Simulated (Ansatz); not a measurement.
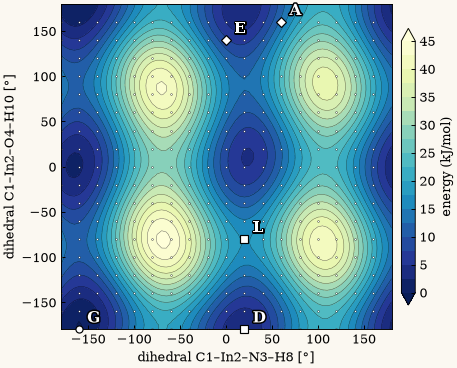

CH6InNO, SMILES [CH3][In]([NH2])[OH]. The first coordinate is: dihedral C1–In2–N3–H8; the second: dihedral C1–In2–O4–H10. Nothing is relaxed (all other coordinates rigid). The scan uses an 18 × 18 grid. All energies are given in kJ/mol relative to the lowest grid point. Level of theory: RKS r2SCAN-D4/def2-SVP (Ansatz 0.2.0).

In the figure: filled contours, dots at the grid points, one colour for all values above the top of the scale, lettered points. Between grid points the surface is interpolated.

Is L the lowest point of the computed grid?

Answer. No. L lies 17.3 kJ/mol above the lowest grid point, which is at dihedral C1–In2–N3–H8 = −160°, dihedral C1–In2–O4–H10 = −180°.

What kind of point is each of A, D, E, G, L: minimum, saddle, maximum or slope?

Answer. A: on a slope; D: minimum; E: on a slope; G: minimum; L: saddle point. (In these two coordinates alone; a stationary point may lie a little off the grid point.)
